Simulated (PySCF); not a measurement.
# Run report: CH$_{5}$B, NMR shielding calculation

- system: CH$_{5}$B
- method: GIAO PBE0/pcSseg-2 NMR shielding, non-relativistic, gas phase (PySCF 2.14.0)

The geometry comes from this level: PBE0-D3(BJ)/def2-TZVP. Figures and captions count atoms from 1; the log counts them from 0 in places.

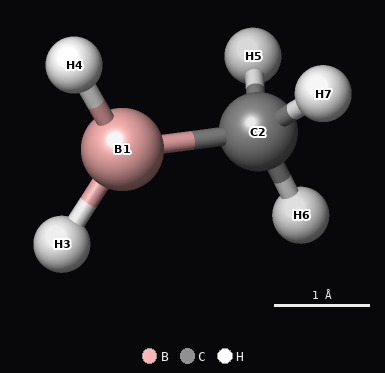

**Figure 1.** The structure (ball-and-stick view, seen at a tilt; atoms are numbered from 1 in the order of the input). Bond lengths as drawn: B–C 1.55 Å, B–H 1.20 Å and C–H 1.09 to 1.10 Å.

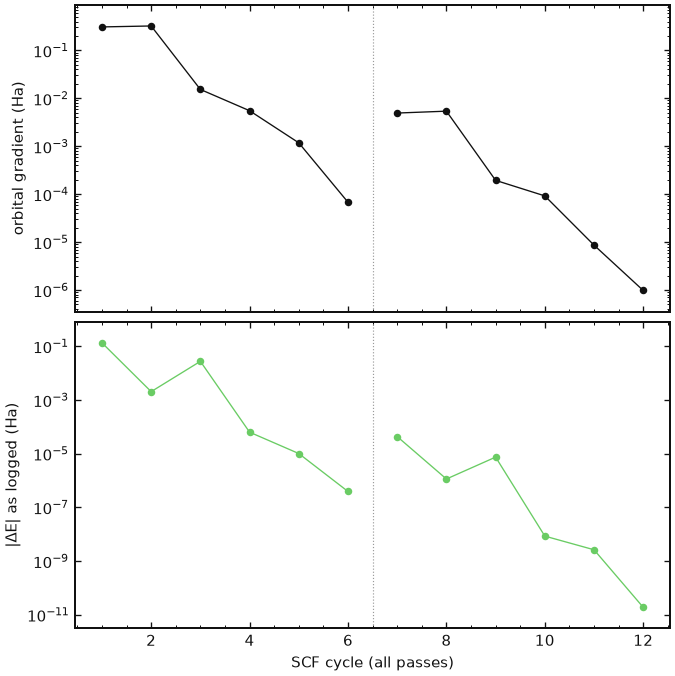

**Figure 2.** Convergence of the self-consistent field: orbital gradient and size of the energy change against the SCF cycle. The dotted line marks the change from a coarse to the final integration grid. The first 6 cycles use a coarse grid, the final grid takes over at cycle 7, and the field converges after 12 cycles in all.

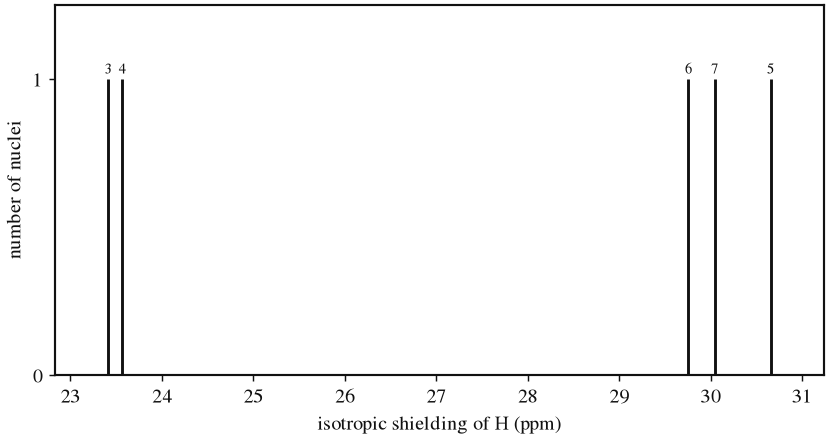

**Figure 3.** Isotropic shieldings of the hydrogen nuclei in this fixed geometry, labelled by atom number; shielding grows to the right, so chemical shift grows to the left. The least shielded is H3 (23.4 ppm), the most shielded H5 (30.7 ppm).

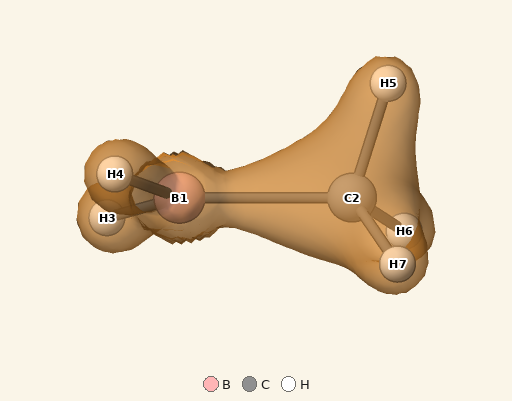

**Figure 4.** Isosurface of the total electron density at 1 e/Å³ (orange), seen from the side. At this value the surface is in one piece. On the grid the lowest density along these lines, outside the cores, is 1.3 e/Å³ (C–B, 1.55 Å), 1.9 e/Å³ (C–H, 1.09 Å) and 1.2 e/Å³ (B–H, 1.20 Å).

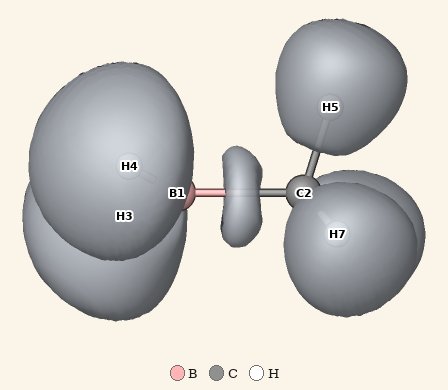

**Figure 5.** Isosurface of the ELF at 0.85 (grey), seen from the side. Only the valence region is drawn (cores and ρ < 0.01 e/Å³ removed). Along the contacts the grid gives the following. C–B (1.55 Å): the ELF peaks at about 0.95 between the atoms (localised, shared-pair bonding).

These pictures come from the run below.

**Input**
```
{"job": {"kind": "nmr", "xc": "PBE0", "basis": "pcSseg-2"}, "charge": 0, "multiplicity": 1}
B      0.697314     0.091856    -0.543612
C     -0.529674    -0.126531     0.379257
H      1.436331    -0.799158    -0.851053
H      0.943269     1.192871    -0.950370
H     -0.327989     0.414048     1.316535
H     -0.759707    -1.162058     0.630306
H     -1.424488     0.360823    -0.023483
```

The first line tells a small driver script what to run in PySCF; the rest is the geometry in Å.

Launched with:
```bash
OMP_NUM_THREADS=1 python <driver script> task.json out
```

**Output**
```
coarse grid: 5272 points
cycle   1  E = -65.8402550114  dE = -1.334e-01  |g| = 3.083e-01  |ddm| = 1.491e+00
cycle   2  E = -65.8382288939  dE =  2.026e-03  |g| = 3.227e-01  |ddm| = 3.868e-01
cycle   3  E = -65.8654836225  dE = -2.725e-02  |g| = 1.530e-02  |ddm| = 1.901e-01
cycle   4  E = -65.8655462175  dE = -6.260e-05  |g| = 5.506e-03  |ddm| = 1.591e-02
cycle   5  E = -65.8655562335  dE = -1.002e-05  |g| = 1.177e-03  |ddm| = 5.417e-03
cycle   6  E = -65.8655566206  dE = -3.871e-07  |g| = 6.784e-05  |ddm| = 8.702e-04
final grid: 49280 points
cycle   7  E = -65.8680561671  dE = -4.294e-05  |g| = 4.922e-03  |ddm| = 1.872e-02
cycle   8  E = -65.8680550388  dE =  1.128e-06  |g| = 5.389e-03  |ddm| = 5.571e-03
cycle   9  E = -65.8680624107  dE = -7.372e-06  |g| = 1.940e-04  |ddm| = 2.985e-03
cycle  10  E = -65.8680624192  dE = -8.415e-09  |g| = 9.198e-05  |ddm| = 2.196e-04
cycle  11  E = -65.8680624218  dE = -2.607e-09  |g| = 8.631e-06  |ddm| = 7.345e-05
cycle  12  E = -65.8680624218  dE = -1.870e-11  |g| = 9.778e-07  |ddm| = 6.480e-06
converged SCF energy = -65.8680624218

GIAO shielding tensors (ppm)
atom      isotropic    diamagn.    paramagn.     s11        s22        s33       span
  0 B        5.370     191.331    -185.960    -76.888    -36.536    129.534    206.422
  1 C      169.303     244.693     -75.390    134.331    176.246    197.332     63.001
  2 H       23.413      29.423      -6.010     16.234     26.731     27.274     11.039
  3 H       23.561      29.582      -6.021     16.114     26.954     27.615     11.501
  4 H       30.657      29.417       1.240     26.402     29.438     36.130      9.728
  5 H       29.755      29.925      -0.170     26.891     28.096     34.279      7.387
  6 H       30.049      29.573       0.476     26.339     28.726     35.083      8.744
```

**Key numbers**

| quantity | value |
| --- | --- |
| outcome | converged |
| total energy | −65.868062 hartree |
| HOMO | −8.98 eV |
| LUMO | −1.28 eV |
| dipole moment | 0.70 D |
| isotropic shielding, B | 5.4 ppm |
| isotropic shielding, C | 169.3 ppm |
| isotropic shielding, H | 23.4 to 30.7 ppm |
| hardware | 1 CPU thread, shared host |
| wall time | 7.1 s |
| peak memory | 0.54 GiB |
